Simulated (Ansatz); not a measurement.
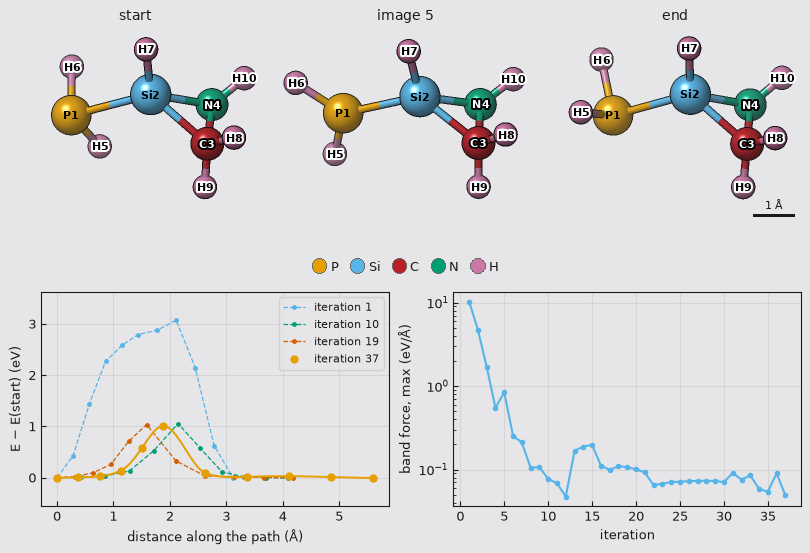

A search for the minimum-energy path of CH$_{6}$NPSi by the nudged elastic band. Images are numbered from 0 (start) to 10 (end). The plot follows the band through its iterations. Style: ball-and-stick. Shown at a tilt.

Level of theory: Ansatz 0.2.0, RKS revPBE-D4/def2-SVP. Run with 9 movable images; climbing image; force threshold 0.05 eV/Å; iteration limit 53; spring constant 50.0 eV/Å²; starting path through a guess of the saddle point.

> How did the profile develop, and is the result final?

The run is converged, with reservations. The band converged in 37 iterations. The largest component of the band force went from 10 to 0.049 eV/Å. The climbing image converged on the top of the path. Its curvatures weren't checked. The spring constant is far from the usual few eV/Å², which spoils the spacing or the steps. The first iteration put the highest image at 3.07 eV. The two ends have nearly the same energy, and the highest point, image 5, lies 1.01 eV above the start.

The run took 16 min on 1 thread of Arm Neoverse V1, with other jobs on the host, peak memory 0.13 GiB.
